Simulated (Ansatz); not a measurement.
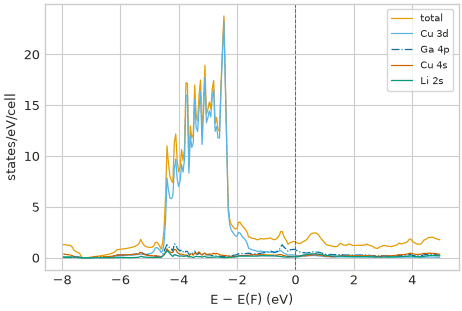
Figure. Total and projected density of states of Li₂GaCu₃ in space group R-3m (No. 166; Li on 6c, Ga on 3a, Cu on 9d), plane-wave PAW r²SCAN (Ansatz code)

Task: Which orbitals carry the states next to the Fermi level?

Result: Within 0.5 eV of the Fermi level: Ga 4p 42 %, Cu 3d 17 %, Cu 4s 11 %, Li 2s 9 %, outside the projected shells 19 %. Projections are on Löwdin-orthogonalised atomic valence shells; empty p or d shells of many metals are not among them.

Task: Where is the tallest occupied peak in this window, and what makes it?

Result: Near -2.4 eV, about 24 states/eV per cell; the largest projected share is Cu 3d.

The first step of the workflow began from a Materials Project structure, measured or hypothetical; the Crystallography Open Database copy checked does not list it. With Ga and Cu taken as one species the cell has the higher symmetry Fd-3m, so it may be an ordered model of a mixed-site phase. Its standing as an ambient phase is unchecked. The cell was relaxed with r²SCAN under the symmetry of its start; its stability against distortions is not shown here. No spin polarisation was allowed. Scalar-relativistic: spin–orbit coupling is off unless named, which matters more the heavier the elements.

Potentials: the later of the program's two PAW sets.
